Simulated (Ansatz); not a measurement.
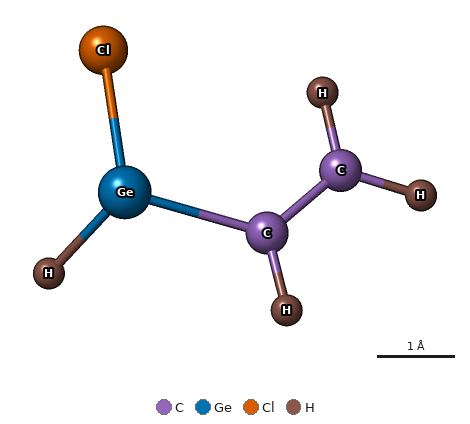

**Figure 1.** The structure as given in the input (ball-and-stick view, seen at a tilt). Sticks mark near contacts.

C2H4ClGe: geometry relaxation

The run: geometry relaxation of C2H4ClGe, multiplicity 2, SMILES C=[CH][GeH][Cl]. Method and program: UKS PBE0-D4/def2-TZVP (Ansatz 0.2.0).

The geometry: PBE-D4/def2-SVP start.

Input:
```yaml
crystal:
  periodic: [false, false, false]
  atoms:
    - {symbol: C, position_ang: [-0.130766, 1.328829, -0.186519]}
    - {symbol: C, position_ang: [0.508766, 0.190963, -0.527865]}
    - {symbol: Ge, position_ang: [0.444686, -1.439738, 0.532317]}
    - {symbol: Cl, position_ang: [-1.200719, -1.218514, 1.972406]}
    - {symbol: H, position_ang: [-0.048076, 2.244539, -0.797579]}
    - {symbol: H, position_ang: [-0.777103, 1.378602, 0.706427]}
    - {symbol: H, position_ang: [1.167830, 0.163558, -1.415628]}
    - {symbol: H, position_ang: [0.127683, -2.705339, -0.339260]}
basis:
  gaussian: {orbitals: def2-TZVP}
magnetization: {spin_polarized: true, initial_magnetization: 1}
hamiltonian: {xc: pbe0, dispersion: d4}
relax: {f_tol: 0.005, max_steps: 150}
```

Hardware: 4 threads of Arm Neoverse V1, 23 GiB of memory available, shared host.

Launched with:
```bash
ansatz run in.yaml --threads 4 --pin off --events-out ev --progress --plain --max-ram 10444MiB
```

What the program printed:
```
Functional definition: PBE0
  name "PBE0"
  cite "Adamo & Barone, J. Chem. Phys. 110, 6158 (1999) doi:10.1063/1.478522"
  cite "Perdew, Burke & Ernzerhof, Phys. Rev. Lett. 77, 3865 (1996) doi:10.1103/PhysRevLett.77.3865"
  parent pbe
  parameter a = 0.25
  parameter kappa = 0.804
  parameter beta = 0.06672455060314922
  exchange = (1 - a)*pbe_x(kappa = kappa, mu = beta*pi^2/3) + a*exact_x
  correlation = pbe_c(beta = beta)
1205 factors; their error is unknown
mean field evaluation 1: about -71154.8404 eV, gradient 4.6e1 eV
mean field evaluation 2: about -71108.4276 eV, gradient 9.2e1 eV
mean field evaluation 4: about -71166.3293 eV, gradient 5.1e0 eV
mean field evaluation 8: about -71166.4676 eV, gradient 1.0e-1 eV
mean field evaluation 16: about -71166.7688 eV, gradient 2.0e-3 eV
mean field -71166.76881141 eV, -2615.3305152507 hartree, gradient 2.1e-5 eV, S^2 0.756383; 0 other end points of the search recorded, 0 dependent functions left out
the calculation of the forces begins
reference -71166.76884050 eV, -2615.3305163198 hartree; 33, 32 occupied and 138, 139 virtual orbitals, 1205 factors
relax step   1: F+E_penalty+E_count = -71166.92896691 eV  Δ(F+E_penalty+E_count) = +0.000e0 eV  max|allowed force component| = 6.543e-1 eV/Å  Δτ_max = 0.0000 Å  (39 SCF iters, accepted)
these checks for a lower state are left out or cut short: starts, cluster_reference, orbital_swaps, neighbouring_geometries, increment
1205 factors; their error is unknown
mean field -71166.80765058 eV, -2615.3319425640 hartree, gradient 1.7e-5 eV, S^2 0.755808; 0 other end points of the search recorded, 0 dependent functions left out
the calculation of the forces begins
reference -71166.80767955 eV, -2615.3319436286 hartree; 33, 32 occupied and 138, 139 virtual orbitals, 1205 factors
relax step   2: F+E_penalty+E_count = -71166.96863151 eV  Δ(F+E_penalty+E_count) = -3.966e-2 eV  max|allowed force component| = 1.444e-1 eV/Å  Δτ_max = 0.0236 Å  (42 SCF iters, accepted)
these checks for a lower state are left out or cut short: starts, cluster_reference, orbital_swaps, neighbouring_geometries, increment
1205 factors; their error is unknown
mean field evaluation 32: about -71166.4999 eV, gradient 1.3e0 eV
mean field -71166.80901324 eV, -2615.3319926408 hartree, gradient 1.2e-5 eV, S^2 0.756011; 0 other end points of the search recorded, 0 dependent functions left out
the calculation of the forces begins
reference -71166.80904213 eV, -2615.3319937025 hartree; 33, 32 occupied and 138, 139 virtual orbitals, 1205 factors
relax step   3: F+E_penalty+E_count = -71166.97025392 eV  Δ(F+E_penalty+E_count) = -1.622e-3 eV  max|allowed force component| = 9.719e-2 eV/Å  Δτ_max = 0.0201 Å  (40 SCF iters, accepted)
these checks for a lower state are left out or cut short: starts, cluster_reference, orbital_swaps, neighbouring_geometries, increment
1205 factors; their error is unknown
mean field -71166.80983638 eV, -2615.3320228908 hartree, gradient 1.9e-5 eV, S^2 0.755934; 0 other end points of the search recorded, 0 dependent functions left out
the calculation of the forces begins
reference -71166.80986528 eV, -2615.3320239529 hartree; 33, 32 occupied and 138, 139 virtual orbitals, 1205 factors
relax step   4: F+E_penalty+E_count = -71166.97101210 eV  Δ(F+E_penalty+E_count) = -7.582e-4 eV  max|allowed force component| = 5.806e-2 eV/Å  Δτ_max = 0.0135 Å  (38 SCF iters, accepted)
these checks for a lower state are left out or cut short: starts, cluster_reference, orbital_swaps, neighbouring_geometries, increment
1205 factors; their error is unknown
mean field -71166.81004849 eV, -2615.3320306856 hartree, gradient 1.7e-5 eV, S^2 0.755990; 0 other end points of the search recorded, 0 dependent functions left out
the calculation of the forces begins
reference -71166.81007740 eV, -2615.3320317480 hartree; 33, 32 occupied and 138, 139 virtual orbitals, 1205 factors
relax step   5: F+E_penalty+E_count = -71166.97119074 eV  Δ(F+E_penalty+E_count) = -1.786e-4 eV  max|allowed force component| = 2.834e-2 eV/Å  Δτ_max = 0.0199 Å  (37 SCF iters, accepted)
these checks for a lower state are left out or cut short: starts, cluster_reference, orbital_swaps, neighbouring_geometries, increment
1205 factors; their error is unknown
mean field -71166.81040200 eV, -2615.3320436768 hartree, gradient 2.4e-5 eV, S^2 0.756024; 0 other end points of the search recorded, 0 dependent functions left out
the calculation of the forces begins
reference -71166.81043092 eV, -2615.3320447397 hartree; 33, 32 occupied and 138, 139 virtual orbitals, 1205 factors
relax step   6: F+E_penalty+E_count = -71166.97135883 eV  Δ(F+E_penalty+E_count) = -1.681e-4 eV  max|allowed force component| = 1.309e-2 eV/Å  Δτ_max = 0.0128 Å  (38 SCF iters, accepted)
these checks for a lower state are left out or cut short: starts, cluster_reference, orbital_swaps, neighbouring_geometries, increment
1205 factors; their error is unknown
mean field evaluation 64: about -71166.8103 eV, gradient 2.3e-3 eV
mean field -71166.81034633 eV, -2615.3320416310 hartree, gradient 2.3e-5 eV, S^2 0.755998; 0 other end points of the search recorded, 0 dependent functions left out
the calculation of the forces begins
reference -71166.81037525 eV, -2615.3320426938 hartree; 33, 32 occupied and 138, 139 virtual orbitals, 1205 factors
relax step   7: F+E_penalty+E_count = -71166.97141082 eV  Δ(F+E_penalty+E_count) = -5.199e-5 eV  max|allowed force component| = 3.315e-3 eV/Å  Δτ_max = 0.0052 Å  (40 SCF iters, accepted)
```

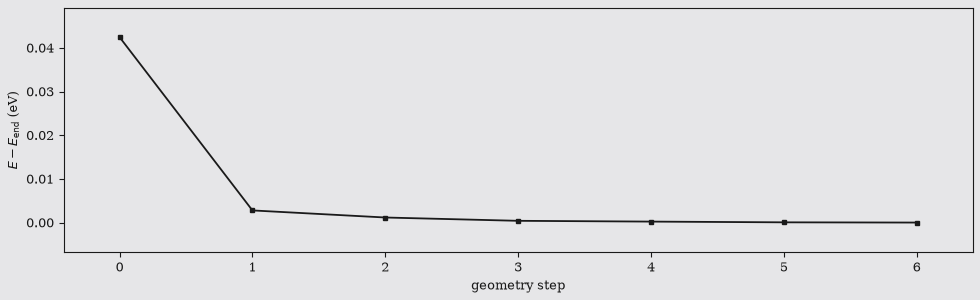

**Figure 2.** Progress of the relaxation, step by step (the first geometry is step 0 here and step 1 in the log).

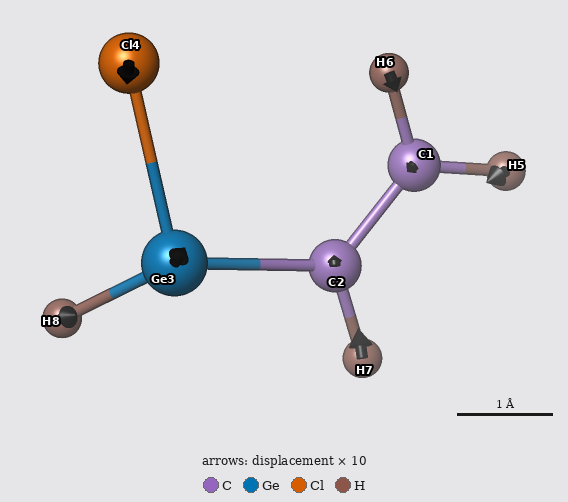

**Figure 3.** The starting structure with the displacements as black arrows, magnified 10 times (ball-and-stick view, seen at a tilt). The two geometries are laid on each other by the best rigid fit. The atom that moves furthest after the best rigid fit is H7 (0.032 Å). By element the largest moves are H 0.032 Å, Cl 0.028 Å, Ge 0.026 Å, C 0.012 Å. Among the contacts that change: Ge3–Cl4 2.198 → 2.163 Å, Ge3–H8 1.569 → 1.549 Å, C1–C2 1.349 → 1.330 Å, C2–H7 1.106 → 1.088 Å. After 6 geometry steps the energy has fallen by 0.042 eV. Largest force component: 0.65 eV/Å at the start, 0.0033 eV/Å at the end. (Atoms are counted from 1 in the order of the input.)

```
1205 factors; their error is unknown
mean field -71166.81034633 eV, -2615.3320416310 hartree, gradient 4.0e-5 eV, S^2 0.755998; 1 other end points of the search recorded, 0 dependent functions left out
the calculation of the forces begins
reference -71166.81037525 eV, -2615.3320426938 hartree; 33, 32 occupied and 138, 139 virtual orbitals, 1205 factors
Total energy: -71166.97143974 eV, -2615.3379617046 hartree
Atom 0 at    -0.125423     1.319374    -0.186089 Å, force     0.001521    -0.001079     0.003315 eV/Å
Atom 1 at     0.497674     0.193872    -0.524645 Å, force    -0.001268     0.000847    -0.000490 eV/Å
Atom 2 at     0.426298    -1.422838     0.523829 Å, force     0.002771     0.002107    -0.000337 eV/Å
Atom 3 at    -1.191392    -1.227066     1.947011 Å, force    -0.000284    -0.001765     0.000299 eV/Å
Atom 4 at    -0.035914     2.219987    -0.786647 Å, force    -0.000191     0.000064    -0.000807 eV/Å
Atom 5 at    -0.758723     1.380093     0.693572 Å, force    -0.001178     0.000508    -0.002028 eV/Å
Atom 6 at     1.138368     0.169909    -1.403687 Å, force     0.000530    -0.001752     0.000061 eV/Å
Atom 7 at     0.141412    -2.690431    -0.319044 Å, force    -0.001902     0.001070    -0.000013 eV/Å
Dipole moment:     0.263051     0.151971    -0.339822 e Å
```

Trajectory as extended XYZ (Å, eV, eV/Å), 7 frames, from step=1 to step=7:
```
8
Properties=species:S:1:pos:R:3:forces:R:3 step=1 energy=-71166.92897
C    -0.1308    1.3288   -0.1865    0.2195  -0.4461  -0.1255
C     0.5088    0.1910   -0.5279   -0.1455   0.6543  -0.0066
Ge    0.4447   -1.4397    0.5323   -0.4370   0.1077  -0.0440
Cl   -1.2007   -1.2185    1.9724    0.3543  -0.0651  -0.3045
H    -0.0481    2.2445   -0.7976   -0.0380  -0.5075   0.3282
H    -0.7771    1.3786    0.7064    0.3583  -0.0185  -0.4932
H     1.1678    0.1636   -1.4156   -0.3698   0.0588   0.4619
H     0.1277   -2.7053   -0.3393    0.0581   0.2164   0.1836
8
Properties=species:S:1:pos:R:3:forces:R:3 step=2 energy=-71166.96863
C    -0.1279    1.3181   -0.1871    0.0536  -0.0674   0.0054
C     0.5119    0.1970   -0.5220   -0.0403   0.0875  -0.0596
Ge    0.4340   -1.4271    0.5259   -0.0924   0.0469  -0.0050
Cl   -1.1909   -1.2203    1.9511    0.0832  -0.0080  -0.0630
H    -0.0496    2.2221   -0.7922   -0.0119  -0.1286   0.0933
H    -0.7621    1.3687    0.6981    0.0785   0.0151  -0.1392
H     1.1536    0.1733   -1.4064   -0.0932   0.0120   0.1444
H     0.1233   -2.6891   -0.3230    0.0226   0.0426   0.0237
8
Properties=species:S:1:pos:R:3:forces:R:3 step=3 energy=-71166.97025
C    -0.1231    1.3172   -0.1841   -0.0972  -0.0162  -0.0490
C     0.4942    0.1915   -0.5299    0.0963  -0.0189   0.0683
Ge    0.4287   -1.4235    0.5236   -0.0185   0.0263  -0.0497
Cl   -1.1813   -1.2166    1.9525   -0.0097  -0.0100   0.0143
H    -0.0335    2.2198   -0.7806    0.0143   0.0237   0.0010
H    -0.7719    1.3665    0.6844    0.0199   0.0270   0.0323
H     1.1475    0.1732   -1.3991   -0.0057  -0.0044  -0.0253
H     0.1317   -2.6853   -0.3226    0.0004  -0.0275   0.0080
8
Properties=species:S:1:pos:R:3:forces:R:3 step=4 energy=-71166.97101
C    -0.1314    1.3156   -0.1903    0.0520   0.0185   0.0581
C     0.4989    0.1940   -0.5260   -0.0059  -0.0332   0.0050
Ge    0.4260   -1.4235    0.5221    0.0179   0.0131  -0.0125
Cl   -1.1849   -1.2203    1.9503   -0.0134  -0.0051   0.0097
H    -0.0350    2.2200   -0.7827   -0.0190   0.0145  -0.0274
H    -0.7620    1.3728    0.6911   -0.0342   0.0039  -0.0085
H     1.1461    0.1733   -1.3995    0.0076  -0.0038  -0.0232
H     0.1346   -2.6890   -0.3207   -0.0050  -0.0080  -0.0011
8
Properties=species:S:1:pos:R:3:forces:R:3 step=5 energy=-71166.97119
C    -0.1241    1.3188   -0.1845    0.0048   0.0209  -0.0040
C     0.4955    0.1920   -0.5246    0.0109   0.0222  -0.0092
Ge    0.4304   -1.4208    0.5281   -0.0283  -0.0123  -0.0067
Cl   -1.1987   -1.2291    1.9390    0.0052  -0.0003   0.0116
H    -0.0350    2.2186   -0.7866   -0.0084  -0.0057  -0.0037
H    -0.7528    1.3835    0.6980   -0.0001  -0.0052   0.0056
H     1.1296    0.1669   -1.4086    0.0066  -0.0051   0.0069
H     0.1474   -2.6870   -0.3166    0.0093  -0.0147  -0.0004
8
Properties=species:S:1:pos:R:3:forces:R:3 step=6 energy=-71166.97136
C    -0.1241    1.3206   -0.1861   -0.0111   0.0010  -0.0048
C     0.4973    0.1943   -0.5250   -0.0066   0.0006   0.0037
Ge    0.4240   -1.4221    0.5238    0.0131  -0.0047   0.0039
Cl   -1.1923   -1.2313    1.9499    0.0043   0.0034  -0.0116
H    -0.0349    2.2206   -0.7877    0.0037  -0.0004   0.0041
H    -0.7586    1.3818    0.6927    0.0027   0.0011   0.0002
H     1.1378    0.1700   -1.4043   -0.0005  -0.0059   0.0040
H     0.1430   -2.6908   -0.3189   -0.0057   0.0048   0.0006
8
Properties=species:S:1:pos:R:3:forces:R:3 step=7 energy=-71166.97141
C    -0.1254    1.3194   -0.1861    0.0015  -0.0011   0.0033
C     0.4977    0.1939   -0.5246   -0.0013   0.0008  -0.0005
Ge    0.4263   -1.4228    0.5238    0.0028   0.0021  -0.0003
Cl   -1.1914   -1.2271    1.9470   -0.0003  -0.0018   0.0003
H    -0.0359    2.2200   -0.7866   -0.0002   0.0001  -0.0008
H    -0.7587    1.3801    0.6936   -0.0012   0.0005  -0.0020
H     1.1384    0.1699   -1.4037    0.0005  -0.0018   0.0001
H     0.1414   -2.6904   -0.3190   -0.0019   0.0011   0.0000
```

Summary:

- outcome: converged
- total energy: −71166.9714 eV
- mean-field energy: −71166.8104 eV
- dispersion energy: −0.1611 eV
- ⟨S²⟩: 0.756
- SCF solution under orbital rotations: stable
- largest force (length of the vector) at the end: 0.004 eV/Å
- dipole moment: 2.19 D
- wall time: 35 s (CPU time 2.2 min)
- peak memory: 0.58 GiB
